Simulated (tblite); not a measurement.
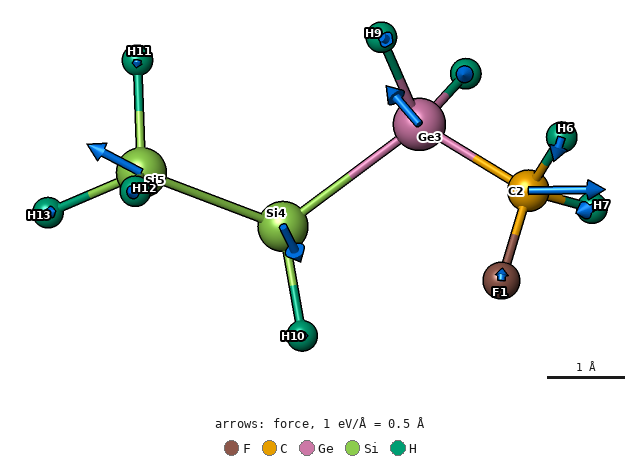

Starting geometry of CH8FGeSi2 (multiplicity 2) with the computed forces as blue arrows. Style: ball-and-stick. Shown face on.

Level of theory: tblite 0.8.0, GFN2-xTB geometry optimisation, gas phase. 

Is this structure relaxed? If not, where do the atoms go?

It isn't relaxed: the largest force vector, on the C atom, is 2.09 eV/Å. The final displacements have little in common with the starting forces (cosine between the two patterns 0.05). The atom that moves furthest after the best rigid fit is the F atom (1.53 Å). By element the largest moves are F 1.53 Å, H 1.45 Å, Si 0.75 Å, C 0.47 Å, Ge 0.46 Å. Among the contacts that change: Si–Si 2.211 → 2.311 Å, C–Ge 1.910 → 2.008 Å, Ge–Si 2.287 → 2.364 Å, Ge–H 1.556 → 1.518 Å. Bond angles that change, for instance: Ge–Si–H 114.4° → 103.4°, Si–Ge–H 112.8° → 121.2°, Si–Ge–H 107.7° → 114.4°. Groups turn about Ge–Si by about 60°, Si–Si by about 25°, C–Ge by about 25°. After 152 geometry steps the energy has fallen by 36.8 kJ/mol.
